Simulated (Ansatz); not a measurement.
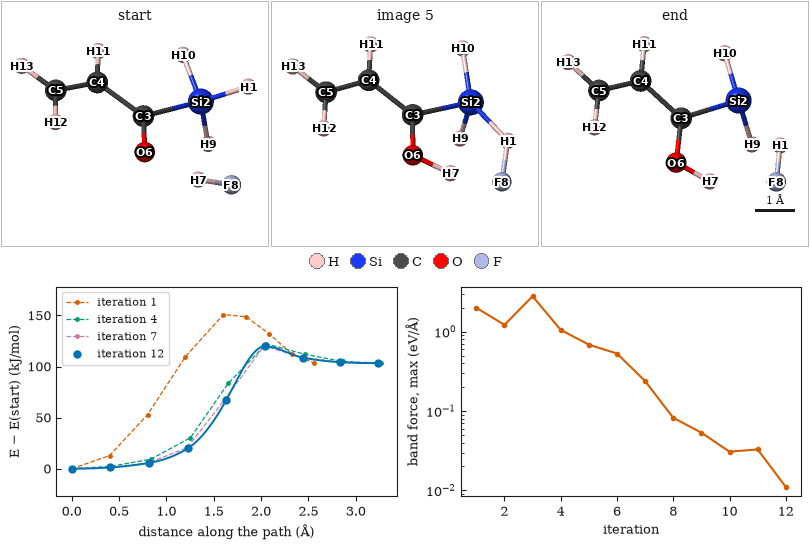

A search for the minimum-energy path of C3H7FOSi by the nudged elastic band. Images are numbered from 0 (start) to 8 (end). The plot follows the band through its iterations. Style: ball-and-stick. Shown from a free direction.

These are results of Ansatz, RKS PBE/6-31G*, not measurements. Run with 7 movable images; climbing image; force threshold 0.03 eV/Å; iteration limit 60; starting path through a guess of the saddle point.

Did the band converge, and can the barrier be trusted?

Answer. The result is final at these settings. The band converged in 12 iterations. The largest component of the band force went from 2 to 0.011 eV/Å. The climbing image converged on the top of the path. Its vibrational analysis gives one imaginary mode (963i cm⁻¹), as a transition state must have. The first iteration put the highest image at 150.9 kJ/mol. The energy climbs by 119.9 kJ/mol to image 5 and then falls by 16.6 kJ/mol, so the end point sits at +103.3 kJ/mol.

The run took 100 s on 2 threads of Intel(R) Xeon(R) 6975P-C (Granite Rapids), on a shared host, peak memory 0.17 GiB.
